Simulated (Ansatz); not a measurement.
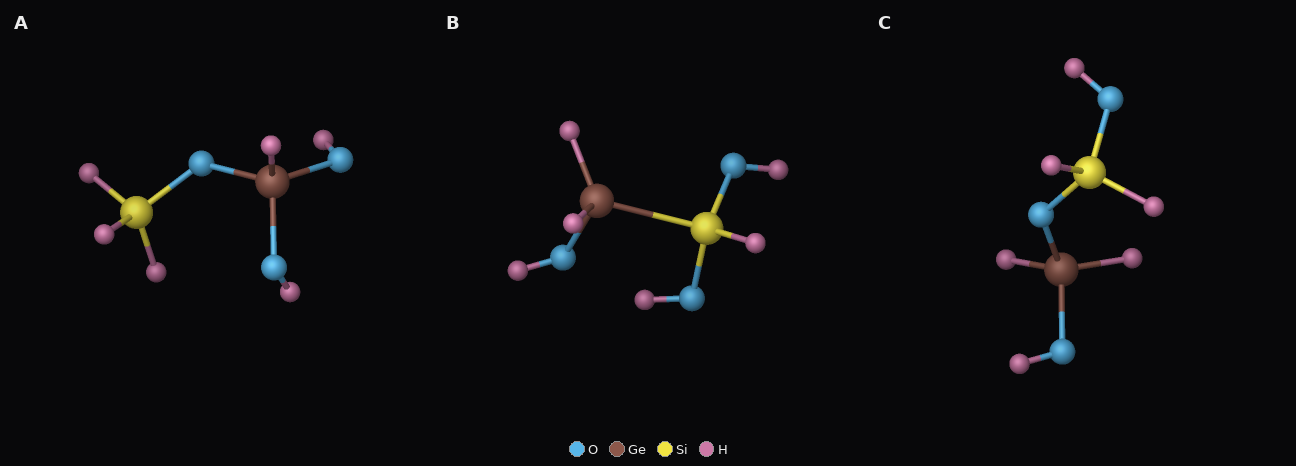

3 stationary structures of one formula. Geometries: PBE-D4/def2-SVP. Electronic energies: PBE-D4/def2-SVP (Ansatz 0.2.0), without zero-point energy. No frequency run is at hand to confirm each as a minimum. Each is one conformer, not always the lowest.

Are they conformers, stereoisomers or constitutional isomers?

Answer. They are constitutional isomers of GeH6O3Si: A `[OH][GeH]([OH])[O][SiH3]`, B `[OH][GeH2][SiH](O)O`, C `O[SiH2][O][GeH2][OH]`.

Which structure is the most stable?

Answer. C is lowest; B lies 31.5 kJ/mol above it, A lies 47.9 kJ/mol above it.
